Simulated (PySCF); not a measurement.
# [Bi(SH)4]+: other functionals and bases at one geometry

Aim: see how levels, charges and forces of [Bi(SH)4]+ depend on the level of theory. It is a constructed species; whether it can be made isn't addressed.

Method: several levels, as the steps say, no spin–orbit coupling; program: PySCF 2.14.0.

4 further runs of the same task are left out: 2 for a known fault of the program, 1 that didn't finish, 1 set aside as unsound or not needed.

## (1) Where the work starts

9 atoms, charge 1, spin multiplicity 1.

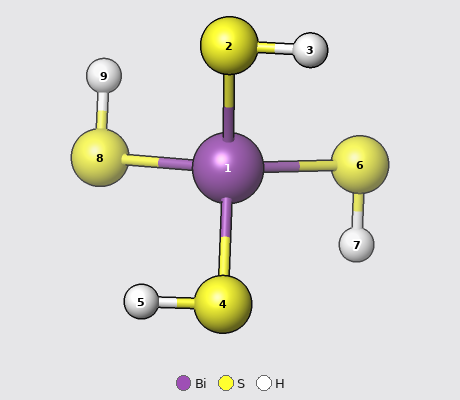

The geometry (bismuth purple, sulfur yellow, hydrogen white); atoms are numbered from 1 in the order of the file.

As a file:

```xyz
9
BiH4S4
Bi    0.0000    0.0000    0.0000
S     1.4696    1.5838    1.3060
H     2.4437    0.6464    1.4783
S    -1.4696   -1.5838    1.3060
H    -2.4437   -0.6464    1.4783
S     1.5838   -1.4695   -1.3060
H     0.6465   -2.4437   -1.4782
S    -1.5838    1.4695   -1.3060
H    -0.6465    2.4437   -1.4782
```

Formal oxidation states: Bi +5. An earlier session relaxed this geometry at TPSS, Bi def2-SVP with ECP60, S def2-SVP, H def2-SVP (singlet, point group S4).

At TPSS on the finer grid: E = -1809.101048 Eh, HOMO -11.31 eV, LUMO -9.85 eV, Mulliken charge on Bi1 +0.72 e, largest force component 0.010 eV/Å. 

Levels to run: revPBE; TPSSh; M06-L; PBE0; TPSS, TZVP; TPSS, x2c-SVP. Hardware: 2 threads of Arm Neoverse V2, shared host.

## (2) revPBE

run.py (the lines that set the calculation)

```python
mol = gto.M(atom='''
Bi     0.00000     0.00000    -0.00002
S      1.46958     1.58376     1.30597
H      2.44369     0.64640     1.47827
S     -1.46958    -1.58376     1.30597
H     -2.44369    -0.64640     1.47827
S      1.58376    -1.46955    -1.30602
H      0.64655    -2.44373    -1.47821
S     -1.58376     1.46955    -1.30602
H     -0.64655     2.44373    -1.47821''',
    basis={'Bi': 'def2-SVP', 'S': 'def2-SVP', 'H': 'def2-SVP'},
    ecp={'Bi': 'def2-SVP'},
    charge=1, spin=0)
mf = dft.RKS(mol, xc='PBE_R,PBE')
mf.grids.atom_grid = (75, 302)
mf = mf.density_fit()  # fitting sets: Bi def2-universal-JKFIT, S def2-universal-JKFIT, H def2-universal-JKFIT
mf.conv_tol = 1e-08; mf.max_cycle = 55
mf.kernel(dm0)  # dm0: the density of the relaxed state
```

Run with:

```
$ OMP_NUM_THREADS=2 python run.py
```

What it wrote:

```text
init E= -1808.85170345851
  HOMO = -0.408817141348541  LUMO = -0.361085307046323  gap/eV = 1.29885
cycle= 1 E= -1808.85210880037  delta_E= -0.000405  |g|= 0.0266  |ddm|= 0.154
  HOMO = -0.407146511195228  LUMO = -0.357396504323801  gap/eV = 1.35377
cycle= 2 E= -1808.85155679756  delta_E= 0.000552  |g|= 0.0473  |ddm|= 0.118
  HOMO = -0.407698666379951  LUMO = -0.358992058690018  gap/eV = 1.32537
cycle= 3 E= -1808.85229751716  delta_E= -0.000741  |g|= 0.00724  |ddm|= 0.0806
  HOMO = -0.408029521253925  LUMO = -0.359339233437824  gap/eV = 1.32493
cycle= 4 E= -1808.85231561236  delta_E= -1.81e-05  |g|= 0.000291  |ddm|= 0.0104
  HOMO = -0.407993289123998  LUMO = -0.359307050397345  gap/eV = 1.32482
cycle= 5 E= -1808.85231563521  delta_E= -2.29e-08  |g|= 0.00012  |ddm|= 0.000542
  HOMO = -0.4080013477334  LUMO = -0.359315091728347  gap/eV = 1.32482
cycle= 6 E= -1808.85231564022  delta_E= -5e-09  |g|= 9.18e-06  |ddm|= 0.000173
  HOMO = -0.408001085750808  LUMO = -0.359315490268046  gap/eV = 1.32480
Extra cycle  E= -1808.85231564002  delta_E= 1.98e-10  |g|= 2.31e-05  |ddm|= 6.22e-05
converged SCF energy = -1808.85231564002
```

It took 6.3 s on 2 threads of Arm Neoverse V2, shared host.

Result: E = -1808.852316 Eh, HOMO -11.10 eV, LUMO -9.78 eV, Mulliken charge on Bi1 +0.69 e, largest force component 0.195 eV/Å. 

## (3) TPSSh

Changes to run.py (the lines that set the calculation) since step 2:

```diff
@@ -13,3 +13,3 @@
     charge=1, spin=0)
-mf = dft.RKS(mol, xc='PBE_R,PBE')
+mf = dft.RKS(mol, xc='TPSSH')
 mf.grids.atom_grid = (75, 302)
```

Run with:

```
$ OMP_NUM_THREADS=2 python run.py
```

What it wrote:

```text
init E= -1809.06924299916
  HOMO = -0.433376192182215  LUMO = -0.352857977692103  gap/eV = 2.19101
cycle= 1 E= -1809.0698844035  delta_E= -0.000641  |g|= 0.00865  |ddm|= 0.112
  HOMO = -0.434158711085129  LUMO = -0.354146660378952  gap/eV = 2.17724
cycle= 2 E= -1809.06983607286  delta_E= 4.83e-05  |g|= 0.0146  |ddm|= 0.0319
  HOMO = -0.433997292255102  LUMO = -0.353635147371641  gap/eV = 2.18677
cycle= 3 E= -1809.06991084458  delta_E= -7.48e-05  |g|= 0.00119  |ddm|= 0.0229
  HOMO = -0.433875693101172  LUMO = -0.35352120615034  gap/eV = 2.18656
cycle= 4 E= -1809.06991121483  delta_E= -3.7e-07  |g|= 0.000299  |ddm|= 0.0018
  HOMO = -0.433902385518677  LUMO = -0.353539675417359  gap/eV = 2.18678
cycle= 5 E= -1809.06991124129  delta_E= -2.65e-08  |g|= 4.61e-05  |ddm|= 0.000364
  HOMO = -0.43389925303237  LUMO = -0.35353705147044  gap/eV = 2.18677
cycle= 6 E= -1809.06991124198  delta_E= -6.92e-10  |g|= 1.41e-05  |ddm|= 7.98e-05
  HOMO = -0.433901329280505  LUMO = -0.353539309798805  gap/eV = 2.18676
Extra cycle  E= -1809.06991124199  delta_E= -7.73e-12  |g|= 1.34e-05  |ddm|= 3.92e-05
converged SCF energy = -1809.06991124199
```

It took 9.7 s on 2 threads of Arm Neoverse V2, shared host.

Read off: E = -1809.069911 Eh, HOMO -11.81 eV, LUMO -9.62 eV, Mulliken charge on Bi1 +0.74 e, largest force component 0.184 eV/Å. 

## (4) M06-L

Changes to run.py (the lines that set the calculation) since step 3:

```diff
@@ -13,3 +13,3 @@
     charge=1, spin=0)
-mf = dft.RKS(mol, xc='TPSSH')
+mf = dft.RKS(mol, xc='M06L')
 mf.grids.atom_grid = (75, 302)
```

Run with:

```
$ OMP_NUM_THREADS=2 python run.py
```

What it wrote:

```text
init E= -1809.1959014534
  HOMO = -0.421909591387963  LUMO = -0.363761332025177  gap/eV = 1.58229
cycle= 1 E= -1809.20025456044  delta_E= -0.00435  |g|= 0.0688  |ddm|= 0.309
  HOMO = -0.421655773129502  LUMO = -0.367750755272507  gap/eV = 1.46683
cycle= 2 E= -1809.1953514052  delta_E= 0.0049  |g|= 0.136  |ddm|= 0.307
  HOMO = -0.421955102213354  LUMO = -0.365262727755216  gap/eV = 1.54268
cycle= 3 E= -1809.20197526525  delta_E= -0.00662  |g|= 0.00585  |ddm|= 0.207
  HOMO = -0.422507716440265  LUMO = -0.365847634817413  gap/eV = 1.54180
cycle= 4 E= -1809.20198148644  delta_E= -6.22e-06  |g|= 0.0014  |ddm|= 0.0105
  HOMO = -0.422291610317127  LUMO = -0.365622929975906  gap/eV = 1.54203
cycle= 5 E= -1809.2019820658  delta_E= -5.79e-07  |g|= 0.000303  |ddm|= 0.00229
  HOMO = -0.422293002909766  LUMO = -0.365624904098041  gap/eV = 1.54202
cycle= 6 E= -1809.2019820979  delta_E= -3.21e-08  |g|= 7.95e-05  |ddm|= 0.000427
  HOMO = -0.422292952477825  LUMO = -0.365626264560966  gap/eV = 1.54198
cycle= 7 E= -1809.20198210006  delta_E= -2.16e-09  |g|= 1.21e-05  |ddm|= 0.000127
  HOMO = -0.422293257018347  LUMO = -0.365626750955897  gap/eV = 1.54197
Extra cycle  E= -1809.2019821  delta_E= 5.96e-11  |g|= 1.65e-05  |ddm|= 4.74e-05
converged SCF energy = -1809.2019821
```

It took 9.6 s on 2 threads of Arm Neoverse V2, shared host.

It gives: E = -1809.201982 Eh, HOMO -11.49 eV, LUMO -9.95 eV, Mulliken charge on Bi1 +0.97 e, largest force component 0.250 eV/Å. 

## (5) PBE0

Changes to run.py (the lines that set the calculation) since step 4:

```diff
@@ -13,3 +13,3 @@
     charge=1, spin=0)
-mf = dft.RKS(mol, xc='M06L')
+mf = dft.RKS(mol, xc='PBE0')
 mf.grids.atom_grid = (75, 302)
```

Run with:

```
$ OMP_NUM_THREADS=2 python run.py
```

What it wrote:

```text
init E= -1808.49513076545
  HOMO = -0.455901978159817  LUMO = -0.339773980297544  gap/eV = 3.16000
cycle= 1 E= -1808.49828611762  delta_E= -0.00316  |g|= 0.0131  |ddm|= 0.203
  HOMO = -0.456275818316112  LUMO = -0.339144355494405  gap/eV = 3.18731
cycle= 2 E= -1808.49834939231  delta_E= -6.33e-05  |g|= 0.00525  |ddm|= 0.0383
  HOMO = -0.456561344019115  LUMO = -0.339535844335145  gap/eV = 3.18443
cycle= 3 E= -1808.49835646155  delta_E= -7.07e-06  |g|= 0.00145  |ddm|= 0.0108
  HOMO = -0.456466100623636  LUMO = -0.339302084485738  gap/eV = 3.18820
cycle= 4 E= -1808.49835692683  delta_E= -4.65e-07  |g|= 0.00109  |ddm|= 0.00437
  HOMO = -0.456463120492262  LUMO = -0.339308747094101  gap/eV = 3.18793
cycle= 5 E= -1808.49835734426  delta_E= -4.17e-07  |g|= 0.000129  |ddm|= 0.00157
  HOMO = -0.456475317814472  LUMO = -0.339315413639099  gap/eV = 3.18808
cycle= 6 E= -1808.49835735081  delta_E= -6.55e-09  |g|= 3.27e-05  |ddm|= 0.000274
  HOMO = -0.456472298656757  LUMO = -0.339313554893607  gap/eV = 3.18805
Extra cycle  E= -1808.49835735106  delta_E= -2.55e-10  |g|= 2.66e-05  |ddm|= 9.88e-05
converged SCF energy = -1808.49835735106
```

It took 6.8 s on 2 threads of Arm Neoverse V2, shared host.

Read off: E = -1808.498357 Eh, HOMO -12.42 eV, LUMO -9.23 eV, Mulliken charge on Bi1 +0.72 e, largest force component 0.345 eV/Å. 

## (6) TPSS, TZVP

Basis: Bi def2-TZVP with ECP60, S def2-TZVP, H def2-TZVP. 

Changes to run.py (the lines that set the calculation) since step 5:

```diff
@@ -10,6 +10,6 @@
 H     -0.64655     2.44373    -1.47821''',
-    basis={'Bi': 'def2-SVP', 'S': 'def2-SVP', 'H': 'def2-SVP'},
-    ecp={'Bi': 'def2-SVP'},
+    basis={'Bi': 'def2-TZVP', 'S': 'def2-TZVP', 'H': 'def2-TZVP'},
+    ecp={'Bi': 'def2-TZVP'},
     charge=1, spin=0)
-mf = dft.RKS(mol, xc='PBE0')
+mf = dft.RKS(mol, xc='TPSS')
 mf.grids.atom_grid = (75, 302)
@@ -17,2 +17,2 @@
 mf.conv_tol = 1e-08; mf.max_cycle = 55
-mf.kernel(dm0)  # dm0: the density of the relaxed state
+mf.kernel(dm0)  # dm0: free metal ions and neutral atoms
```

Run with:

```
$ OMP_NUM_THREADS=2 python run.py
```

What it wrote:

```text
init E= -1809.6989213784
  HOMO = -0.480419142930122  LUMO = -0.41858214714514  gap/eV = 1.68267
cycle= 1 E= -1809.58676921131  delta_E= 0.112  |g|=  0.5  |ddm|= 2.69
  HOMO = -0.367310932021739  LUMO = -0.303795903501385  gap/eV = 1.72833
cycle= 2 E= -1809.46870584287  delta_E= 0.118  |g|= 0.769  |ddm|= 1.35
  HOMO = -0.406001452083094  LUMO = -0.35402659079746  gap/eV = 1.41431
cycle= 3 E= -1809.65885168606  delta_E= -0.19  |g|= 0.194  |ddm|= 0.997
  HOMO = -0.415314768607149  LUMO = -0.359070869417436  gap/eV = 1.53047
cycle= 4 E= -1809.66957955836  delta_E= -0.0107  |g|= 0.0448  |ddm|= 0.291
  HOMO = -0.414470037884508  LUMO = -0.35872249819267  gap/eV = 1.51697
cycle= 5 E= -1809.66995876539  delta_E= -0.000379  |g|= 0.00561  |ddm|= 0.0461
  HOMO = -0.414521625524109  LUMO = -0.358773795415199  gap/eV = 1.51698
cycle= 6 E= -1809.66996627429  delta_E= -7.51e-06  |g|= 0.00246  |ddm|= 0.0065
  HOMO = -0.414545056057403  LUMO = -0.358794457982894  gap/eV = 1.51705
cycle= 7 E= -1809.66996832258  delta_E= -2.05e-06  |g|= 0.00012  |ddm|= 0.00211
  HOMO = -0.414546462183238  LUMO = -0.358802398914063  gap/eV = 1.51687
cycle= 8 E= -1809.66996832166  delta_E= 9.13e-10  |g|= 0.000113  |ddm|= 0.000298
  HOMO = -0.414547194973459  LUMO = -0.358800490586409  gap/eV = 1.51695
cycle= 9 E= -1809.66996832488  delta_E= -3.22e-09  |g|= 6.62e-05  |ddm|= 0.000265
  HOMO = -0.414537090471861  LUMO = -0.358798146153089  gap/eV = 1.51673
Extra cycle  E= -1809.66996831211  delta_E= 1.28e-08  |g|= 0.000188  |ddm|= 0.000399
converged SCF energy = -1809.66996831211
```

Run time: 27 s. Hardware: 2 threads of Arm Neoverse V2, shared host.

Read off: E = -1809.669968 Eh, HOMO -11.28 eV, LUMO -9.76 eV, Mulliken charge on Bi1 +0.86 e, largest force component 0.337 eV/Å. 

## (7) TPSS, x2c-SVP

Basis: Bi x2c-SVPall, S x2c-SVPall, H x2c-SVPall. All electrons are treated, with the spin-free X2C Hamiltonian.

run.py (the lines that set the calculation)

```python
mol = gto.M(atom='''
Bi     0.00000     0.00000    -0.00002
S      1.46958     1.58376     1.30597
H      2.44369     0.64640     1.47827
S     -1.46958    -1.58376     1.30597
H     -2.44369    -0.64640     1.47827
S      1.58376    -1.46955    -1.30602
H      0.64655    -2.44373    -1.47821
S     -1.58376     1.46955    -1.30602
H     -0.64655     2.44373    -1.47821''',
    basis={'Bi': 'x2c-SVPall', 'S': 'x2c-SVPall', 'H': 'x2c-SVPall'},
    nucmod='G',
    charge=1, spin=0)
mf = dft.RKS(mol, xc='TPSS')
mf.grids.atom_grid = (99, 590)
mf = mf.density_fit()  # fitting sets: Bi AutoAux, S AutoAux, H AutoAux
mf = mf.sfx2c1e()
mf.conv_tol = 1e-08; mf.max_cycle = 55
mf.kernel(dm0)  # dm0: free metal ions and neutral atoms
```

Run with:

```
$ OMP_NUM_THREADS=2 python run.py
```

What it wrote:

```text
init E= -23133.1927600775
  HOMO = -0.468249307429689  LUMO = -0.406426572339881  gap/eV = 1.68228
cycle= 1 E= -23132.1093604384  delta_E= 1.08  |g|= 0.354  |ddm|= 3.29
  HOMO = -0.384855780228103  LUMO = -0.326581140796546  gap/eV = 1.58573
cycle= 2 E= -23132.072481087  delta_E= 0.0369  |g|= 0.473  |ddm|= 1.16
  HOMO = -0.40995450440759  LUMO = -0.360270592559466  gap/eV = 1.35197
cycle= 3 E= -23132.147871148  delta_E= -0.0754  |g|= 0.142  |ddm|= 0.858
  HOMO = -0.415614629297614  LUMO = -0.362847375932619  gap/eV = 1.43587
cycle= 4 E= -23132.1538509854  delta_E= -0.00598  |g|= 0.0152  |ddm|= 0.237
  HOMO = -0.415420609099972  LUMO = -0.36267761799767  gap/eV = 1.43521
cycle= 5 E= -23132.1539154161  delta_E= -6.44e-05  |g|= 0.00384  |ddm|= 0.0264
  HOMO = -0.415419091861423  LUMO = -0.362661013214118  gap/eV = 1.43562
cycle= 6 E= -23132.1539206595  delta_E= -5.24e-06  |g|= 0.000361  |ddm|= 0.00546
  HOMO = -0.415418910620584  LUMO = -0.36266126794098  gap/eV = 1.43561
cycle= 7 E= -23132.1539207073  delta_E= -4.78e-08  |g|= 9.32e-05  |ddm|= 0.000644
  HOMO = -0.415418500825588  LUMO = -0.362665192415274  gap/eV = 1.43549
cycle= 8 E= -23132.1539207059  delta_E= 1.44e-09  |g|= 0.000105  |ddm|= 0.000408
  HOMO = -0.415425016246647  LUMO = -0.362665585049958  gap/eV = 1.43566
cycle= 9 E= -23132.1539207109  delta_E= -5.07e-09  |g|= 7.67e-06  |ddm|= 0.000242
  HOMO = -0.415423755285277  LUMO = -0.362664404179635  gap/eV = 1.43566
Extra cycle  E= -23132.1539207109  delta_E= 4.73e-11  |g|= 1.33e-05  |ddm|= 4.16e-05
converged SCF energy = -23132.1539207109
```

It took 46 s on 2 threads of Arm Neoverse V2, shared host.

Result: E = -23132.153921 Eh, HOMO -11.30 eV, LUMO -9.87 eV, Mulliken charge on Bi1 +0.69 e, largest force component 0.064 eV/Å. 

## (8) Results

| level | state | HOMO (eV) | gap (eV) | charge on Bi1 (e) | dipole (D) | largest force (eV/Å) | basis functions | time |
| --- | --- | --- | --- | --- | --- | --- | --- | --- |
| TPSS (relaxed here) | singlet | -11.31 | 1.46 | 0.72 | 0.00 | 0.01 | 118 | 45 s |
| revPBE | singlet | -11.10 | 1.32 | 0.69 | 0.00 | 0.19 | 118 | 6.3 s |
| TPSSh | singlet | -11.81 | 2.19 | 0.74 | 0.00 | 0.18 | 118 | 9.7 s |
| M06-L | singlet | -11.49 | 1.54 | 0.97 | 0.00 | 0.25 | 118 | 9.6 s |
| PBE0 | singlet | -12.42 | 3.19 | 0.72 | 0.00 | 0.34 | 118 | 6.8 s |
| TPSS, TZVP | singlet | -11.28 | 1.52 | 0.86 | 0.00 | 0.34 | 222 | 27 s |
| TPSS, x2c-SVP | singlet | -11.30 | 1.44 | 0.69 | 0.00 | 0.06 | 154 | 46 s |

Times are on 2 threads of Arm Neoverse V2, shared host; the first row also made further properties. The dipole of a charged species depends on the origin, so these sizes hold for this origin alone.

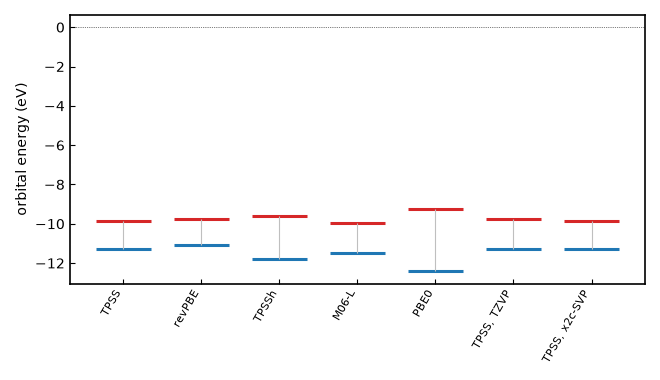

Highest filled and lowest empty level, method by method.

In one basis the HOMO–LUMO gap runs from 1.32 eV (revPBE) to 3.19 eV (PBE0). The largest leftover force, 0.34 eV/Å with PBE0, stands at a geometry relaxed at another level. The Mulliken charge on Bi spans +0.69 to +0.97 e over the levels. Total energies of different levels can't be compared. Spin–orbit coupling is left out throughout.
